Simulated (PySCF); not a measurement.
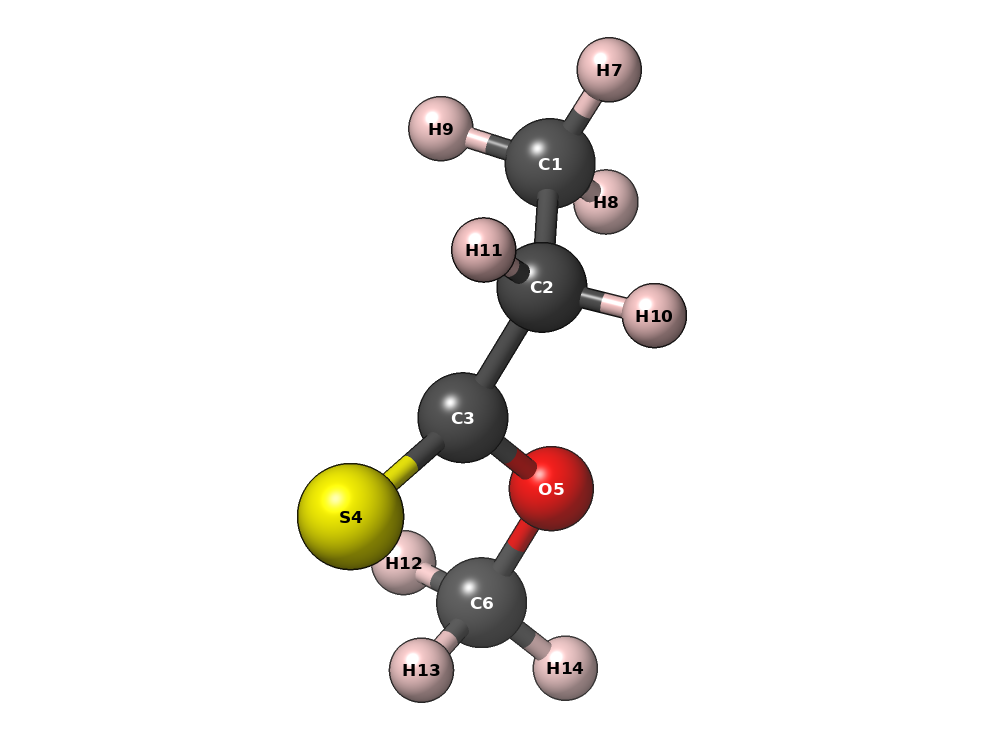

The species has charge −1 and is a spin doublet. The geometry was computed by an optimisation with GFN2-xTB. No frequency run is at hand to confirm it as a minimum. Method: UKS B3LYP, pcH-1 on C H O S, non-relativistic (PySCF 2.14.0). Fermi-contact and spin-dipolar terms alone, no spin-orbit part.

### Which nucleus has the largest dipolar (anisotropic) hyperfine coupling?

13C at C3: principal values −60.8, −58.9, 119.7 MHz.

List the isotropic and dipolar parts for the most strongly coupled nuclei, one of each equivalent set.

```tsv
atom	isotope	a_iso (MHz)	dipolar part (MHz)
C3	13C	178.2	−60.8, −58.9, 119.7
S4	33S	8.8	−27.3, −23.0, 50.3
O5	17O	−12.5	−30.1, 14.0, 16.1
H11	1H	0.6	−4.4, −3.6, 8.0
H10	1H	53.0	−4.3, −3.4, 7.7
H9	1H	−1.5	−4.3, −1.6, 5.9
H12	1H	9.4	−3.1, −2.5, 5.6
H8	1H	−1.4	−3.0, −2.3, 5.3
```
